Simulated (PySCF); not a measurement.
C3H5NO, SMILES `C1=NCOC1`.

Level of theory: B3LYP/def2-SVPD (PySCF), at a geometry from GFN2-xTB. No frequency check shows the geometry to be a minimum.

Coordinates in Å:

```
C1       0.6620    0.9812    0.0000
N2      -0.5901    1.0959    0.0002
C3      -1.1601   -0.2119   -0.0004
O4      -0.0975   -1.1665    0.0003
C5       1.1208   -0.4511   -0.0003
H6       1.3252    1.8274    0.0000
H7      -1.7879   -0.3443    0.8912
H8      -1.7879   -0.3443   -0.8913
H9       1.7125   -0.6936    0.8930
H10      1.7125   -0.6936   -0.8930
```

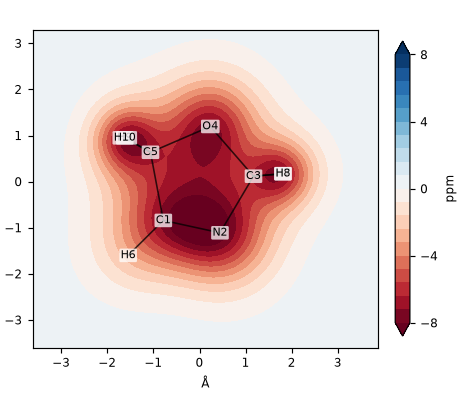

NICSzz (the component normal to the ring) 1.7 Å above the plane of the 5-membered ring C1/N2/C3/O4/C5; GIAO shieldings; atoms are projected onto the map; negative values mean shielding.

Question: What does the map say about the ring?

Answer: It is neither clearly shielded nor deshielded above its centre; an sp³ atom breaks the ring's conjugation, so the values mix its σ bonds and separate π bonds and show no closed π ring current: NICS(0) = −4.1, NICS(1) = −2.6, NICS(1)zz = −6.9 ppm.
